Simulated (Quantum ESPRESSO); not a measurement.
# VPt3: parallel and opposed starts

Wanted: the moments of VPt3 and the energy of each order that was tried.

Main program and level: Quantum ESPRESSO 7.5; PBEsol; plane waves with GBRV 1.5 PBEsol potentials, no spin-orbit coupling.

### Step 1. Set-up

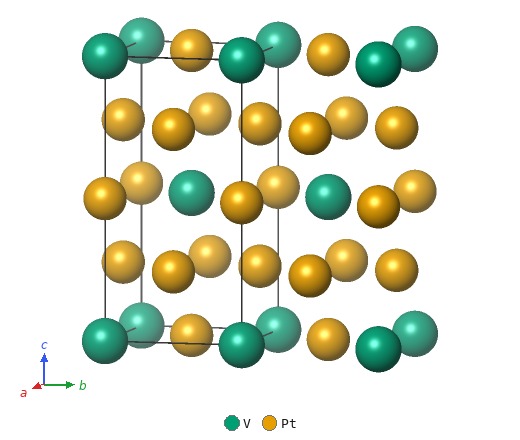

Start, viewed slightly off an axis; vanadium teal, platinum orange. 1×2×1 cells are drawn. This picture shows the conventional cell, with its axes. Some periodic images of atoms are drawn too.

The cell comes from the Crystallography Open Database.

### Step 2. Start 1: ferro ++++

The signs are those of the starting moments on the seeded atoms, the atoms that are given a moment.

File pw.in:

```
&CONTROL
  calculation = 'scf'
  prefix = 'pwscf'
  outdir = './tmp'
  pseudo_dir = './pseudo'
  disk_io = 'nowf'
  tprnfor = .true.
  tstress = .true.
/
&SYSTEM
  ibrav = 0
  nat = 4
  ntyp = 2
  ecutwfc = 40
  ecutrho = 280
  nbnd = 42
  occupations = 'smearing'
  smearing = 'fd'
  degauss = 0.00734986
  nspin = 2
  starting_magnetization(1) = 0.1154
  starting_magnetization(2) = 0.0375
/
&ELECTRONS
  conv_thr = 8d-09
  electron_maxstep = 150
  mixing_beta = 0.3
/
ATOMIC_SPECIES
V      50.9415 v_pbesol_v1.4.uspp.F.UPF
Pt    195.0840 pt_pbesol_v1.4.uspp.F.UPF
CELL_PARAMETERS bohr
  -3.6481162836    3.6481162836    7.3926085995
   3.6481162836   -3.6481162836    7.3926085995
   3.6481162836    3.6481162836   -7.3926085995
ATOMIC_POSITIONS crystal
V       0.0000000000    0.0000000000    0.0000000000
Pt      0.5000000000    0.5000000000    0.0000000000
Pt      0.7500000000    0.2500000000    0.5000000000
Pt      0.2500000000    0.7500000000    0.5000000000
K_POINTS automatic
10 10 10 0 0 0
```

The run is started by

```sh
$ OMP_NUM_THREADS=1 mpirun -n 4 pw.x -nk 4 -in pw.in > pw.out
```

The log of the run:

```text
Program PWSCF v.7.5 starts

     Message from routine setup:
     using ibrav=0 with symmetry is DISCOURAGED, use correct ibrav instead

     K-points division:     npool     =       4
     Subspace diagonalization in iterative solution of the eigenvalue problem:

     G-vector sticks info
     --------------------
     sticks:   dense  smooth     PW     G-vecs:    dense   smooth      PW
     Sum        1697     973    345                31151    13465    2929

     Using Slab Decomposition

     bravais-lattice index     =            0
     lattice parameter (alat)  =       9.0149  a.u.
     unit-cell volume          =     393.5456 (a.u.)^3
     number of atoms/cell      =            4
     number of atomic types    =            2
     number of electrons       =        61.00
     number of Kohn-Sham states=           42
     kinetic-energy cutoff     =      40.0000  Ry
     charge density cutoff     =     280.0000  Ry
     scf convergence threshold =      8.0E-09
     mixing beta               =       0.3000
     number of iterations used =            8  plain     mixing
     Exchange-correlation= SLA  PW   PSX  PSC
                           (   1   4  10   8   0   0   0)

     celldm(1)=   9.014886  celldm(2)=   0.000000  celldm(3)=   0.000000
     celldm(4)=   0.000000  celldm(5)=   0.000000  celldm(6)=   0.000000

     crystal axes: (cart. coord. in units of alat)
               a(1) = (  -0.404677   0.404677   0.820045 )
               a(2) = (   0.404677  -0.404677   0.820045 )
               a(3) = (   0.404677   0.404677  -0.820045 )

     reciprocal axes: (cart. coord. in units 2 pi/alat)
               b(1) = (  0.000000  1.235554  0.609723 )
               b(2) = (  1.235554  0.000000  0.609723 )
               b(3) = (  1.235554  1.235554  0.000000 )

     PseudoPot. # 1 for V  read from file:
     v_pbesol_v1.4.uspp.F.UPF
     Pseudo is Ultrasoft + core correction, Zval = 13.0
     Generated by new atomic code, or converted to UPF format
     Using radial grid of  853 points,  6 beta functions with:
                l(1) =   0
                l(2) =   0
                l(3) =   1
                l(4) =   1
                l(5) =   2
                l(6) =   2
     Q(r) pseudized with  8 coefficients,  rinner =    1.100   1.100   1.100
                                                       1.100   1.100

     PseudoPot. # 2 for Pt read from file:
     pt_pbesol_v1.4.uspp.F.UPF
     Pseudo is Ultrasoft + core correction, Zval = 16.0
     Generated by new atomic code, or converted to UPF format
     Using radial grid of  985 points,  6 beta functions with:
                l(1) =   0
                l(2) =   0
                l(3) =   1
                l(4) =   1
                l(5) =   2
                l(6) =   2
     Q(r) pseudized with  8 coefficients,  rinner =    1.300   1.300   1.300
                                                       1.300   1.300

     atomic species   valence    mass     pseudopotential
     V                13.00    50.94150     V ( 1.00)
     Pt               16.00   195.08400     Pt( 1.00)

     Starting magnetic structure
     atomic species   magnetization
     V               0.115
     Pt              0.037

     16 Sym. Ops., with inversion, found

   Cartesian axes

     site n.     atom                  positions (alat units)
         1        V      tau(   1) = (   0.0000000   0.0000000   0.0000000  )
         2        Pt     tau(   2) = (   0.0000000   0.0000000   0.8200446  )
         3        Pt     tau(   3) = (   0.0000000   0.4046769   0.4100223  )
         4        Pt     tau(   4) = (   0.4046769   0.0000000   0.4100223  )

     number of k points=   102  Fermi-Dirac smearing, width (Ry)=  0.0073

     Number of k-points >= 100: set verbosity='high' to print them.

     Dense  grid:    31151 G-vectors     FFT dimensions: (  50,  50,  50)

     Smooth grid:    13465 G-vectors     FFT dimensions: (  40,  40,  40)

     Check: negative core charge=   -0.000001
     Generating pointlists ...
     new r_m :   0.2361 (alat units)  2.1282 (a.u.) for type    1
     new r_m :   0.2361 (alat units)  2.1282 (a.u.) for type    2

     Initial potential from superposition of free atoms

     starting charge      59.4988, renormalised to      61.0000

     negative rho (up, down):  2.917E-01 2.708E-01
     Starting wfcs are   46 randomized atomic wfcs

     Self-consistent Calculation

     iteration #  1     ecut=    40.00 Ry     beta= 0.30
     Davidson diagonalization with overlap
     ethr =  1.00E-02,  avg # of iterations =  3.6

     negative rho (up, down):  2.755E-01 2.599E-01

     total energy              =    -774.67654251 Ry
     estimated scf accuracy    <       7.25389940 Ry

     total magnetization       =     1.30 Bohr mag/cell
     absolute magnetization    =     1.34 Bohr mag/cell

     iteration #  2     ecut=    40.00 Ry     beta= 0.30
     Davidson diagonalization with overlap
     ethr =  1.00E-02,  avg # of iterations =  2.0

     negative rho (up, down):  2.750E-01 2.616E-01

     total energy              =    -776.70827981 Ry
     estimated scf accuracy    <       6.98085781 Ry

     total magnetization       =     0.16 Bohr mag/cell
     absolute magnetization    =     0.17 Bohr mag/cell

     iteration #  3     ecut=    40.00 Ry     beta= 0.30
     Davidson diagonalization with overlap
     ethr =  1.00E-02,  avg # of iterations =  1.1

     negative rho (up, down):  2.646E-01 2.609E-01

     total energy              =    -775.76245902 Ry
     estimated scf accuracy    <       1.70280633 Ry

     total magnetization       =     0.24 Bohr mag/cell
     absolute magnetization    =     0.30 Bohr mag/cell

     [... further iterations left out ...]

     iteration # 22     ecut=    40.00 Ry     beta= 0.30
     Davidson diagonalization with overlap
     ethr =  2.98E-09,  avg # of iterations =  2.4

     negative rho (up, down):  2.618E-01 2.623E-01

     total energy              =    -776.78294578 Ry
     estimated scf accuracy    <       0.00000015 Ry

     total magnetization       =     0.40 Bohr mag/cell
     absolute magnetization    =     0.55 Bohr mag/cell

     iteration # 23     ecut=    40.00 Ry     beta= 0.30
     Davidson diagonalization with overlap
     ethr =  2.46E-10,  avg # of iterations =  3.1

     negative rho (up, down):  2.618E-01 2.623E-01

     total energy              =    -776.78294763 Ry
     estimated scf accuracy    <       0.00000005 Ry

     total magnetization       =     0.41 Bohr mag/cell
     absolute magnetization    =     0.58 Bohr mag/cell

     iteration # 24     ecut=    40.00 Ry     beta= 0.30
     Davidson diagonalization with overlap
     ethr =  7.95E-11,  avg # of iterations =  3.6

     negative rho (up, down):  2.618E-01 2.623E-01

     total energy              =    -776.78295104 Ry
     estimated scf accuracy    <       0.00000011 Ry

     total magnetization       =     0.40 Bohr mag/cell
     absolute magnetization    =     0.56 Bohr mag/cell

     iteration # 25     ecut=    40.00 Ry     beta= 0.30
     Davidson diagonalization with overlap
     ethr =  7.95E-11,  avg # of iterations =  3.2

     negative rho (up, down):  2.618E-01 2.623E-01

     Magnetic moment per site  (integrated on atomic sphere of radius R)
     atom   1 (R=0.236)  charge= 11.3945  magn=  0.4386
     atom   2 (R=0.236)  charge= 13.9945  magn= -0.0246
     atom   3 (R=0.236)  charge= 13.9686  magn= -0.0229
     atom   4 (R=0.236)  charge= 13.9686  magn= -0.0229

     End of self-consistent calculation

     Number of k-points >= 100: set verbosity='high' to print the bands.

     the Fermi energy is    21.5482 ev

!    total energy              =    -776.78295318 Ry
     estimated scf accuracy    <          2.4E-09 Ry
     smearing contrib. (-TS)   =      -0.00914595 Ry
     internal energy E=F+TS    =    -776.77380724 Ry

     The total energy is F=E-TS. E is the sum of the following terms:
     one-electron contribution =    -105.23789310 Ry
     hartree contribution      =     102.04357373 Ry
     xc contribution           =    -189.46436330 Ry
     ewald contribution        =    -584.11512457 Ry

     total magnetization       =     0.41 Bohr mag/cell
     absolute magnetization    =     0.57 Bohr mag/cell

     convergence has been achieved in  25 iterations

     negative rho (up, down):  2.618E-01 2.623E-01

     Forces acting on atoms (cartesian axes, Ry/au):

     atom    1 type  1   force =     0.00000000    0.00000000    0.00000000
     atom    2 type  2   force =    -0.00000000   -0.00000000    0.00000000
     atom    3 type  2   force =     0.00000000    0.00000000   -0.00000000
     atom    4 type  2   force =     0.00000000    0.00000000   -0.00000000

     Total force =     0.000000     Total SCF correction =     0.000000

     Computing stress (Cartesian axis) and pressure

     negative rho (up, down):  2.618E-01 2.623E-01
          total   stress  (Ry/bohr**3)                   (kbar)     P=      -44.32
  -0.00030909  -0.00000000  -0.00000000          -45.47       -0.00       -0.00
   0.00000000  -0.00030909   0.00000000            0.00      -45.47        0.00
  -0.00000000   0.00000000  -0.00028565           -0.00        0.00      -42.02

=------------------------------------------------------------------------------=
   JOB DONE.
=------------------------------------------------------------------------------=
```

Elapsed: 3.8 min, on 4 MPI ranks of Intel Xeon Platinum 8375C at 2.90GHz (Ice Lake), shared host; peak memory 0.64 GiB; 15 min of CPU time.

Spin moment in the atom's sphere by atom:

```
atom  spin moment in the atom's sphere (μB)
  V1                                  0.439
 Pt2                                 -0.025
 Pt3                                 -0.023
 Pt4                                 -0.023
```

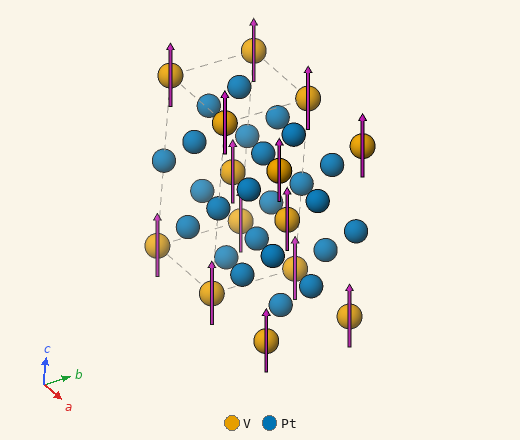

Spin moment in the atom's sphere as arrows, the longest 0.439 μB. Up and down stand for the sign. Arrows give size and sign along the axis of quantisation, drawn up and down the page. 2×1×1 conventional cells are drawn. Some periodic images of atoms are drawn too.

Read from the output:

```yaml
smearing_term_ts: 0.1244 eV
pressure: -4.432 GPa
magnetization: 0.407 μB
absolute_magnetization: 0.569 μB
final_state: ferromagnetic
```

The typed signs were not kept.

### Step 3. Run 2, typed as antiferro q=(0,1/2,0) +−+−+−+−

This order needs a doubled cell of 8 atoms. The wavevector q is in fractions of the reciprocal vectors of the crystal's primitive cell, as the cells of these inputs are built from it; moments change sign between cells as cos(2π q·R).

File pw.in:

```
&CONTROL
  calculation = 'scf'
  prefix = 'pwscf'
  outdir = './tmp'
  pseudo_dir = './pseudo'
  disk_io = 'nowf'
  tprnfor = .true.
  tstress = .true.
/
&SYSTEM
  ibrav = 0
  nat = 8
  ntyp = 4
  ecutwfc = 40
  ecutrho = 280
  nbnd = 76
  occupations = 'smearing'
  smearing = 'fd'
  degauss = 0.00734986
  nspin = 2
  starting_magnetization(1) = 0.1154
  starting_magnetization(2) = -0.1154
  starting_magnetization(3) = 0.0375
  starting_magnetization(4) = -0.0375
/
&ELECTRONS
  conv_thr = 1.6d-08
  electron_maxstep = 150
  mixing_beta = 0.3
/
ATOMIC_SPECIES
V1     50.9415 v_pbesol_v1.4.uspp.F.UPF
V2     50.9415 v_pbesol_v1.4.uspp.F.UPF
Pt1   195.0840 pt_pbesol_v1.4.uspp.F.UPF
Pt2   195.0840 pt_pbesol_v1.4.uspp.F.UPF
CELL_PARAMETERS bohr
  -3.6481162836    3.6481162836    7.3926085995
   7.2962325672   -7.2962325672   14.7852171991
   3.6481162836    3.6481162836   -7.3926085995
ATOMIC_POSITIONS crystal
V1      0.0000000000    0.0000000000    0.0000000000
V2      0.0000000000    0.5000000000    0.0000000000
Pt1     0.5000000000    0.2500000000    0.0000000000
Pt2     0.5000000000    0.7500000000    0.0000000000
Pt1     0.7500000000    0.1250000000    0.5000000000
Pt2     0.7500000000    0.6250000000    0.5000000000
Pt1     0.2500000000    0.3750000000    0.5000000000
Pt2     0.2500000000    0.8750000000    0.5000000000
K_POINTS automatic
10 5 10 0 0 0
```

The log of the run:

```text
     [... lines left out ...]
Program PWSCF v.7.5 starts
     [... lines left out ...]
     number of atoms/cell      =            8
     [... lines left out ...]
     number of electrons       =       122.00
     number of Kohn-Sham states=           76
     kinetic-energy cutoff     =      40.0000  Ry
     charge density cutoff     =     280.0000  Ry
     scf convergence threshold =      1.6E-08
     [... lines left out ...]
      2 Sym. Ops. (no inversion) found
     [... lines left out ...]
     number of k points=   141  Fermi-Dirac smearing, width (Ry)=  0.0073
     [... lines left out ...]
     iteration # 27     ecut=    40.00 Ry     beta= 0.30
     [... lines left out ...]
[key lines of the parts left out:]
total energy              =   -1553.56564798 Ry
total magnetization       =     0.00 Bohr mag/cell
```

Elapsed: 26 min, on 4 MPI ranks; peak memory 1.8 GiB.

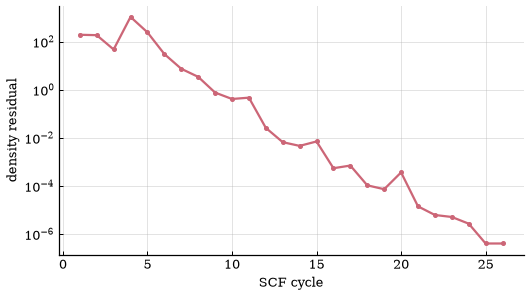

Residual by cycle in this run.

The run was cut off at its time limit.

After 26 cycles the residual stands at 4.1e-7.

### Step 4. Run 3 (antiferro q=(0,1/2,0) +−+−−++−)

This order needs a doubled cell of 8 atoms.

Changes to pw.in since step 3:

```diff
@@ -44,4 +44,4 @@
 Pt2     0.5000000000    0.7500000000    0.0000000000
-Pt1     0.7500000000    0.1250000000    0.5000000000
-Pt2     0.7500000000    0.6250000000    0.5000000000
+Pt2     0.7500000000    0.1250000000    0.5000000000
+Pt1     0.7500000000    0.6250000000    0.5000000000
 Pt1     0.2500000000    0.3750000000    0.5000000000
```

The log of the run:

```text
     [... lines left out ...]
Program PWSCF v.7.5 starts
     [... lines left out ...]
     number of atoms/cell      =            8
     [... lines left out ...]
     number of electrons       =       122.00
     number of Kohn-Sham states=           76
     kinetic-energy cutoff     =      40.0000  Ry
     charge density cutoff     =     280.0000  Ry
     scf convergence threshold =      1.6E-08
     [... lines left out ...]
      2 Sym. Ops. (no inversion) found
     [... lines left out ...]
     number of k points=   141  Fermi-Dirac smearing, width (Ry)=  0.0073
     [... lines left out ...]
     iteration # 28     ecut=    40.00 Ry     beta= 0.30
     [... lines left out ...]
     Magnetic moment per site  (integrated on atomic sphere of radius R)
     atom   1 (R=0.236)  charge= 11.3924  magn=  0.0001
     atom   2 (R=0.236)  charge= 11.3924  magn= -0.0002
     atom   3 (R=0.236)  charge= 13.9947  magn=  0.0000
     atom   4 (R=0.236)  charge= 13.9947  magn= -0.0000
     atom   5 (R=0.236)  charge= 13.9682  magn=  0.0000
     atom   6 (R=0.236)  charge= 13.9682  magn= -0.0000
     atom   7 (R=0.236)  charge= 13.9682  magn= -0.0000
     atom   8 (R=0.236)  charge= 13.9683  magn=  0.0000
     [... lines left out ...]
     the Fermi energy is    21.5607 ev
!    total energy              =   -1553.56564800 Ry
     estimated scf accuracy    <          6.1E-09 Ry
     smearing contrib. (-TS)   =      -0.01897653 Ry
     [... lines left out ...]
     total magnetization       =    -0.00 Bohr mag/cell
     absolute magnetization    =     0.00 Bohr mag/cell
     convergence has been achieved in  28 iterations
     [... lines left out ...]
     Total force =     0.000011     Total SCF correction =     0.000154
     [... lines left out ...]
          total   stress  (Ry/bohr**3)                   (kbar)     P=      -46.20
     [... lines left out ...]
```

Run time: 26 min. Hardware: 4 MPI ranks; peak memory 1.8 GiB; 1.7 h of CPU time.

Spin moment in the atom's sphere by atom:

```
atom  spin moment in the atom's sphere (μB)
  V1                                 0.0001
  V2                                -0.0002
 Pt3                                 0.0000
 Pt4                                 0.0000
 Pt5                                 0.0000
 Pt6                                 0.0000
 Pt7                                 0.0000
 Pt8                                 0.0000
```

Read from the output:

* smearing term TS: 0.2582 eV
* pressure: -4.620 GPa
* magnetization: 0 μB
* absolute magnetization: 0 μB
* final state: non-magnetic

[end of part 1 of 2]

[Logs and program files are shortened in this print: banners, set-up blocks, solver, clock and traceback lines can be left out without a mark of their own.]

[Logs are printed without paths, hosts, clocks, repeated set-up lines and the standing remarks that a program may print on its own settings, such as how far it seeks lower states.]

[Hosts, paths, dates, database ids (printed as entryN), source tags and the programs' standing remarks are cut or masked in the printed files.]

[Where a cell is said to come from a database of computed structures, the database is the Materials Project.]
